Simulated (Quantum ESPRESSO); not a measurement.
# Energy and gap at +3 % biaxial strain: 1T-SrClI, 1 layer

How the rows were computed: Quantum ESPRESSO 7.5 driven by ASE, PBE, GBRV ultrasoft, ESM (bc1); atomic heights clamped; cell area 18.410 Å² at zero strain.

```tsv
strain (%)	energy (meV a cell)	gap on the mesh (eV)
−3	43.19	4.370
−1.5	10.43	4.400
0	0.00	4.361
+1.5	9.50	4.316
```

To predict: What are energy and gap at +3 %, and how stiff is the sheet?

**Worked estimate.** About zero, E'' = (10.43 + 9.50 − 2 × 0.00)/1.5² = 8.86 meV per %² and E' = (9.50 − 10.43)/3 = −0.31 meV per %. With E = A K ε², where K = (C11 + C22)/2 + C12 (C11 + C12 for a hexagonal sheet), K = 8.86 × 10/(2 × 18.410) × 16.02 = 39 N/m. The parabola gives E(+3 %) = 0.00 + 3 × (−0.31) + 4.5 × 8.86 = 38.9 meV. Continuing the last slope, the gap is 2 × 4.316 − 4.361 = 4.271 eV.

**Check.** E = 36.7 meV and the gap 4.267 eV. The parabola misses by +2.2 meV, too high, since bonds soften under tension. The gap's line misses by +0.004 eV.

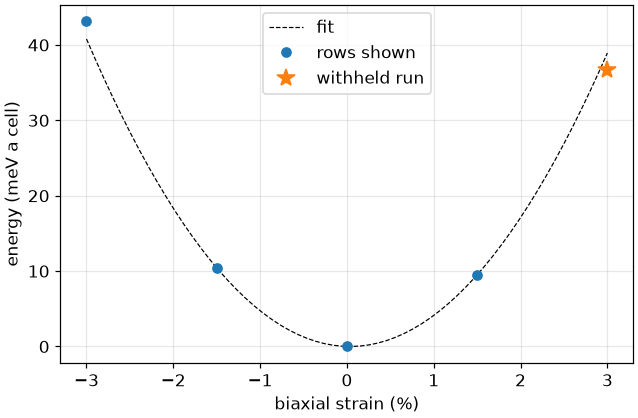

The rows shown, the fit and the withheld run.

Caveats: Clamped heights stiffen sheets with several planes. Semilocal gap, no spin-orbit coupling.

[Logs are printed without paths, hosts, clocks, repeated set-up lines and the standing remarks that a program may print on its own settings, such as how far it seeks lower states.]
